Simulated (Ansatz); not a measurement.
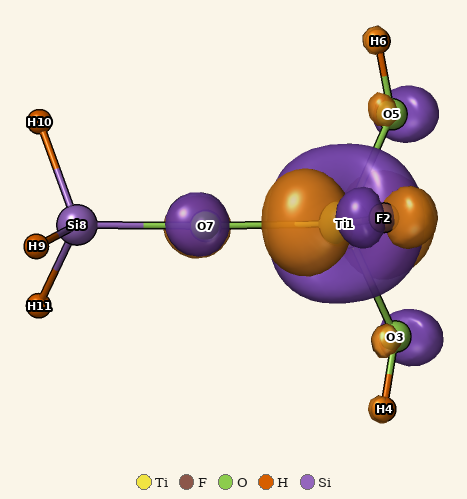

Figure 1: FH$_{5}$O$_{3}$SiTi. One frontier orbital at ±0.15 Å⁻³ᐟ² (orange and purple are the two phases), seen across its widest extent.

Method: Ansatz 0.2.0, RKS B3LYP/def2-SVP.

```xyz
11

Ti    0.0278    0.0913    0.0170
F     0.3807    0.7093    1.6291
O     1.5469   -0.2382   -0.8563
H     2.2585   -0.8751   -0.7164
O    -0.8809    1.3092   -0.9158
H    -1.7591    1.6947   -0.8072
O    -0.9316   -1.4016    0.2455
Si   -1.8613   -2.7756    0.4135
H    -1.8115   -3.2454    1.8271
H    -3.2746   -2.4744    0.0444
H    -1.3394   -3.8493   -0.4799
```

Which orbital is it: HOMO or LUMO?

The LUMO, at −1.83 eV. By Hirshfeld shares it lies mainly on Ti1 (about 75 %).
